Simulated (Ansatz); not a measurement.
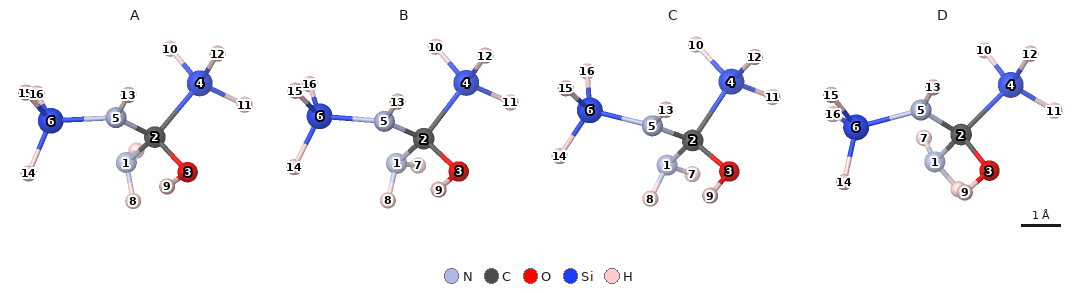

4 geometries from a converged minimum-energy path of CH10N2OSi2, shuffled. A ball-and-stick model, seen at a tilt.

Method: Ansatz, RKS B3LYP-D4/def2-SVP. Settings: 7 movable images; climbing image; force threshold 0.03 eV/Å; iteration limit 51; starting path by image-dependent pair potential.

Q: Which frame is the top of the path?

A: A. In order along the path, whose images run from 0 to 8: D (image 1, +0.7 kJ/mol), A (image 4, +6.3 kJ/mol), B (image 6, +2.6 kJ/mol), C (image 8, −0.3 kJ/mol). The motion is a rotation about the N1–C2 bond by about 105°. No bond forms or breaks between the ends. Among the angles between lasting bonds that change up to the highest image: O3–C2–N5 113.8° → 110.5°, N1–C2–O3 108.0° → 111.2°.

The run took 5.3 min on 2 threads of Arm Neoverse V1, on a shared host, peak memory 0.42 GiB.
